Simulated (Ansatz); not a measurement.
Nudged elastic band of CH₆Ge

System: CH₆Ge.
Method: RKS PBE0-D4/def2-SVP (Ansatz 0.2.0).

Figures and captions count atoms from 1; the log counts them from 0 in places.

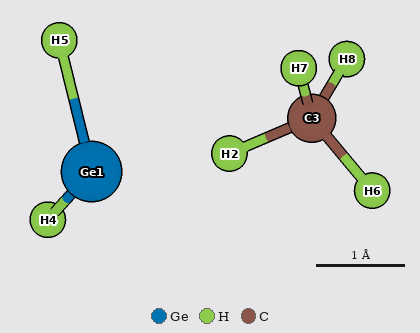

Fig. 1: The starting structure (ball-and-stick view, seen at a tilt; atoms are numbered from 1 in the order of the input). Sticks mark near contacts. Bond lengths as drawn: C–H 1.09 to 1.10 Å and Ge–H 1.59 to 1.60 Å.

Input
```yaml
crystal:
  periodic: [false, false, false]
  atoms:
    - {symbol: Ge, position_ang: [-1.666205, 0.729822, 0.270133]}
    - {symbol: H, position_ang: [0.224153, -0.541667, 0.407441]}
    - {symbol: C, position_ang: [1.074836, 0.000852, -0.037137]}
    - {symbol: H, position_ang: [-1.887843, -0.646470, 1.049124]}
    - {symbol: H, position_ang: [-1.836313, -0.010639, -1.130750]}
    - {symbol: H, position_ang: [1.650549, 0.469788, 0.757618]}
    - {symbol: H, position_ang: [0.772381, 0.754079, -0.765659]}
    - {symbol: H, position_ang: [1.668442, -0.755766, -0.550771]}
basis:
  gaussian: {orbitals: def2-SVP}
hamiltonian: {xc: pbe0, dispersion: d4}
neb:
  images: 5
  climbing: true
  max_iterations: 40
  initial_path: idpp
  final_atoms:
    - {symbol: Ge, position_ang: [-0.996918, 0.759392, 0.107333]}
    - {symbol: H, position_ang: [-1.133352, -1.276399, 0.690501]}
    - {symbol: C, position_ang: [0.950913, 0.394878, -0.191244]}
    - {symbol: H, position_ang: [-1.289815, -0.859376, 1.326186]}
    - {symbol: H, position_ang: [-1.511979, -0.137076, -1.107975]}
    - {symbol: H, position_ang: [1.540741, 0.640012, 0.693129]}
    - {symbol: H, position_ang: [1.247877, 1.089861, -0.986116]}
    - {symbol: H, position_ang: [1.192533, -0.611291, -0.531813]}
```

Launch command:
```bash
ansatz run in.yaml --threads 2 --pin off --events-out ev --progress --plain --max-ram 4352MiB
```

Output
```
Functional definition: PBE0
  name "PBE0"
  cite "Adamo & Barone, J. Chem. Phys. 110, 6158 (1999) doi:10.1063/1.478522"
  cite "Perdew, Burke & Ernzerhof, Phys. Rev. Lett. 77, 3865 (1996) doi:10.1103/PhysRevLett.77.3865"
  parent pbe
  parameter a = 0.25
  parameter kappa = 0.804
  parameter beta = 0.06672455060314922
  exchange = (1 - a)*pbe_x(kappa = kappa, mu = beta*pi^2/3) + a*exact_x
  correlation = pbe_c(beta = beta)
834 factors; integrals over basis functions are off by at most 2.8e-4 eV
mean field evaluation 1: about -57631.6768 eV, gradient 3.7e1 eV
mean field evaluation 2: about -57631.0864 eV, gradient 3.9e1 eV
mean field evaluation 4: about -57634.9793 eV, gradient 6.6e-1 eV
mean field evaluation 8: about -57634.9858 eV, gradient 1.3e-2 eV
mean field -57634.98575389 eV, -2118.0466600589 hartree, gradient 1.7e-5 eV, S^2 0.000000; 0 other end points of the search recorded, 0 dependent functions left out
the calculation of the forces begins
reference -57634.98577976 eV, -2118.0466610096 hartree; 22, 22 occupied and 54, 54 virtual orbitals, 834 factors
836 factors; integrals over basis functions are off by at most 3.1e-4 eV
mean field evaluation 16: about -57629.9898 eV, gradient 4.3e1 eV
mean field -57634.58929548 eV, -2118.0320904811 hartree, gradient 1.7e-5 eV, S^2 0.000000; 0 other end points of the search recorded, 0 dependent functions left out
[... from here on the field's lines of each further geometry are left out, up to the last ...]
WARN: NEB end point (image 0): max|allowed force component| = 2.227e-1 eV/Å (the criterion of neb.relax_end_points is 1.000e-2). That is over neb.f_tol: it is no minimum, so the barrier can be far off. Relax it first
WARN: NEB end point (image 6): max|allowed force component| = 3.238e-1 eV/Å (the criterion of neb.relax_end_points is 1.000e-2). That is over neb.f_tol: it is no minimum, so the barrier can be far off. Relax it first
NEB iter   1: max|band force component| = 2.496e0 eV/Å  barrier→ = 2.5105 eV  barrier← = 2.1217 eV  Δτ_max = 0.2000 Å  (167 SCF iters)
NEB iter   2: max|band force component| = 1.740e0 eV/Å  barrier→ = 1.5879 eV  barrier← = 1.1991 eV  Δτ_max = 0.2000 Å  (139 SCF iters)
NEB iter   3: max|band force component| = 3.307e0 eV/Å  barrier→ = 1.3434 eV  barrier← = 0.9545 eV  Δτ_max = 0.0937 Å  (133 SCF iters)
NEB iter   4: max|band force component| = 3.075e0 eV/Å  barrier→ = 1.1094 eV  barrier← = 0.7205 eV  Δτ_max = 0.2000 Å  (120 SCF iters)
NEB iter   5: max|band force component| = 6.270e-1 eV/Å  barrier→ = 1.1431 eV  barrier← = 0.7542 eV  Δτ_max = 0.1115 Å  (125 SCF iters)
NEB iter   6: max|band force component| = 2.544e-1 eV/Å  barrier→ = 1.0876 eV  barrier← = 0.6987 eV  CI = image 3  Δτ_max = 0.0434 Å  (117 SCF iters)
NEB iter   7: max|band force component| = 7.441e-2 eV/Å  barrier→ = 1.0769 eV  barrier← = 0.6880 eV  CI = image 3  Δτ_max = 0.0192 Å  (116 SCF iters)
the calculation of the forces begins
reference -57633.94741409 eV, -2118.0085017753 hartree; 22, 22 occupied and 54, 54 virtual orbitals, 836 factors
these checks for a lower state are left out or cut short: stability, starts, cluster_reference, orbital_swaps, neighbouring_geometries, increment
836 factors; integrals over basis functions are off by at most 4.8e-4 eV
mean field -57634.18399368 eV, -2118.0171959147 hartree, gradient 2.6e-6 eV, S^2 0.000000; 0 other end points of the search recorded, 0 dependent functions left out
the calculation of the forces begins
reference -57634.18401691 eV, -2118.0171967685 hartree; 22, 22 occupied and 54, 54 virtual orbitals, 836 factors
NEB iter   8: max|band force component| = 3.403e-2 eV/Å  barrier→ = 1.0759 eV  barrier← = 0.6870 eV  CI = image 3  Δτ_max = 0.0000 Å  (860 SCF iters)
```

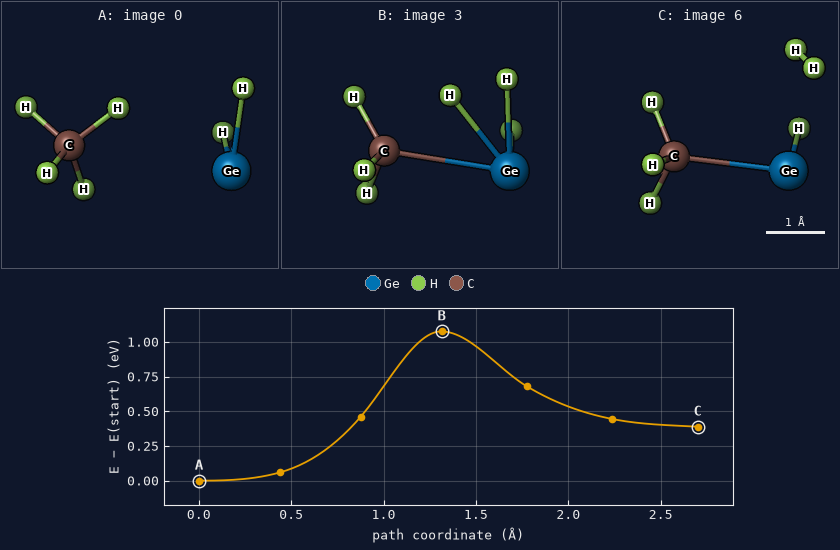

Fig. 2: Images of the last band (counted from 0; ball-and-stick, seen at a tilt) above the energy along the path; the line is a cubic interpolation that uses the forces. The highest image is number 3, 1.076 eV above the start and 0.687 eV above the end (the climbing image); the end lies 0.389 eV above the start. The path is 2.70 Å long. The band converged in 8 iterations. The end points carry forces over 0.1 eV/Å, so they aren't fully relaxed minima and the barriers are approximate.

```
Total energy: -57634.00042739 eV, -2118.0104499781 hartree
Atom 0 at    -1.386174     0.498867     0.263624 Å, force    -0.004160    -0.006213     0.004355 eV/Å
Atom 1 at    -0.181070    -0.714750     0.476544 Å, force    -0.007812    -0.018273     0.003282 eV/Å
Atom 2 at     0.794966     0.324905    -0.063548 Å, force    -0.006018     0.011326    -0.002364 eV/Å
Atom 3 at    -1.061234    -1.063664     0.922947 Å, force    -0.000400    -0.002730     0.014078 eV/Å
Atom 4 at    -1.660502    -0.246886    -1.118062 Å, force     0.014233     0.013454    -0.005897 eV/Å
Atom 5 at     1.314282     0.719816     0.819783 Å, force    -0.001430     0.004922    -0.001445 eV/Å
Atom 6 at     0.857974     1.057606    -0.880138 Å, force     0.007323    -0.003267    -0.008242 eV/Å
Atom 7 at     1.321759    -0.575895    -0.421152 Å, force    -0.001735     0.000781    -0.003766 eV/Å
Dipole moment:     0.261954    -0.044940    -0.030051 e Å
```

The last band as extended XYZ (Å, eV, eV/Å)
```
8
Properties=species:S:1:pos:R:3:forces:R:3 image=0 energy=-57635.07625
Ge   -1.6662    0.7298    0.2701    0.0020   0.0379   0.0114
H     0.2242   -0.5417    0.4074   -0.1854  -0.1083   0.0954
C     1.0748    0.0009   -0.0371   -0.0599  -0.0106   0.0107
H    -1.8878   -0.6465    1.0491   -0.0041  -0.0282   0.0202
H    -1.8363   -0.0106   -1.1307   -0.0112  -0.0126  -0.0348
H     1.6505    0.4698    0.7576    0.1700   0.1296   0.2227
H     0.7724    0.7541   -0.7657   -0.0760   0.1960  -0.1877
H     1.6684   -0.7558   -0.5508    0.1646  -0.2037  -0.1381
8
Properties=species:S:1:pos:R:3:forces:R:3 image=1 energy=-57635.01705
Ge   -1.5812    0.6642    0.3203   -0.1437  -0.0061   0.0151
H     0.0809   -0.4686    0.3230    0.1228   0.0253  -0.0274
C     0.9894    0.0631   -0.0542    0.1048  -0.0495  -0.0031
H    -1.6047   -0.7671    1.0408   -0.2299   0.0366   0.0463
H    -1.7742   -0.0345   -1.1017   -0.0546   0.0094   0.0013
H     1.5176    0.5104    0.7940    0.0715  -0.0051  -0.0089
H     0.8187    0.8083   -0.8412   -0.0528  -0.0290   0.0300
H     1.5535   -0.7758   -0.4810    0.1820   0.0184  -0.0533
8
Properties=species:S:1:pos:R:3:forces:R:3 image=2 energy=-57634.61620
Ge   -1.4691    0.5725    0.3132   -0.5037  -0.1751   0.1708
H    -0.0183   -0.5075    0.3610    0.8327   0.7061  -0.5096
C     0.8679    0.1702   -0.0502    0.1846  -0.3564   0.1259
H    -1.2974   -0.9074    0.9860   -0.6496   0.1680   0.1326
H    -1.7020   -0.1305   -1.0992   -0.0473   0.0286  -0.0083
H     1.3995    0.6022    0.8040    0.0912  -0.0922   0.0294
H     0.8290    0.9078   -0.8686   -0.3911  -0.2191   0.1615
H     1.3903   -0.7073   -0.4463    0.4830  -0.0599  -0.1023
8
Properties=species:S:1:pos:R:3:forces:R:3 image=3 energy=-57634.00040
Ge   -1.3862    0.4989    0.2636   -0.0042  -0.0062   0.0044
H    -0.1811   -0.7147    0.4765   -0.0078  -0.0183   0.0033
C     0.7950    0.3249   -0.0635   -0.0060   0.0113  -0.0024
H    -1.0612   -1.0637    0.9229   -0.0004  -0.0027   0.0141
H    -1.6605   -0.2469   -1.1181    0.0142   0.0135  -0.0059
H     1.3143    0.7198    0.8198   -0.0014   0.0049  -0.0014
H     0.8580    1.0576   -0.8801    0.0073  -0.0033  -0.0082
H     1.3218   -0.5759   -0.4212   -0.0017   0.0008  -0.0038
8
Properties=species:S:1:pos:R:3:forces:R:3 image=4 energy=-57634.39660
Ge   -1.2965    0.4633    0.1839    0.2233   0.1280  -0.1211
H    -0.2938   -1.0311    0.5770   -0.2746  -0.5384   0.2244
C     0.7542    0.4911   -0.0891   -0.0023   0.1828  -0.0529
H    -0.9897   -1.2402    0.9546   -0.0100  -0.1682   0.1334
H    -1.5886   -0.3464   -1.1602    0.0538   0.0133  -0.0014
H     1.2397    0.8472    0.8325    0.0009   0.0927  -0.0600
H     0.8940    1.2378   -0.8787    0.1851   0.2011  -0.0835
H     1.2807   -0.4218   -0.4200   -0.1763   0.0887  -0.0387
8
Properties=species:S:1:pos:R:3:forces:R:3 image=5 energy=-57634.63181
Ge   -1.2496    0.4052    0.1164    0.0444   0.0135  -0.0217
H    -0.3994   -1.3790    0.5732   -0.0886  -0.2004   0.0041
C     0.7445    0.6252   -0.0959    0.0274   0.0492  -0.0012
H    -1.0051   -1.3375    1.0768   -0.0583  -0.0152   0.1037
H    -1.4624   -0.4438   -1.2184    0.0462   0.0037  -0.0060
H     1.1901    0.9799    0.8453    0.0203   0.0354  -0.0221
H     0.8859    1.4109   -0.8548    0.0231   0.0694  -0.0180
H     1.2960   -0.2609   -0.4426   -0.0146   0.0445  -0.0389
8
Properties=species:S:1:pos:R:3:forces:R:3 image=6 energy=-57634.68742
Ge   -1.2057    0.3398    0.1130   -0.0120  -0.0160   0.0221
H    -0.6176   -1.6640    0.4899    0.1499  -0.1234  -0.3238
C     0.7504    0.7249   -0.0898   -0.3061  -0.0750   0.0404
H    -0.9309   -1.4037    1.1506   -0.1570   0.1368   0.3220
H    -1.3306   -0.5385   -1.2133   -0.0085  -0.0073  -0.0207
H     1.1882    1.0622    0.8509    0.1311   0.1034   0.2618
H     0.7996    1.5646   -0.7937    0.0184   0.2151  -0.1769
H     1.3467   -0.0853   -0.5077    0.1842  -0.2336  -0.1249
```

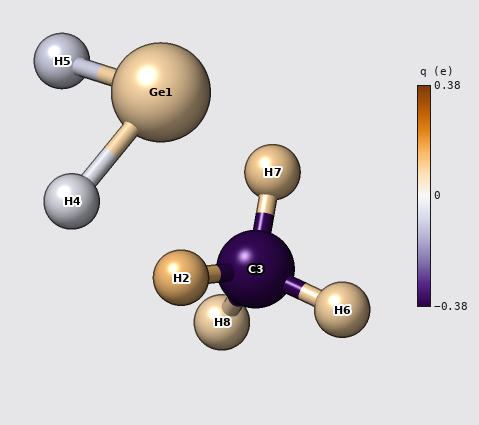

Fig. 3: Mulliken charges, as the colour of each atom (ball-and-stick view, seen at a tilt; atoms are numbered from 1 in the order of the input). By element: Ge +0.09, H −0.08 to +0.13 and C −0.36 e.

Key numbers

```tsv
quantity	value
outcome	converged
barrier, forward	1.076 eV
barrier, backward	0.687 eV
dipole moment (one image of the band)	1.28 D
hardware	2 threads of Arm Neoverse V1, 23 GiB of memory available, shared host
wall time	93 s (CPU time 2.9 min)
peak memory	0.37 GiB
```
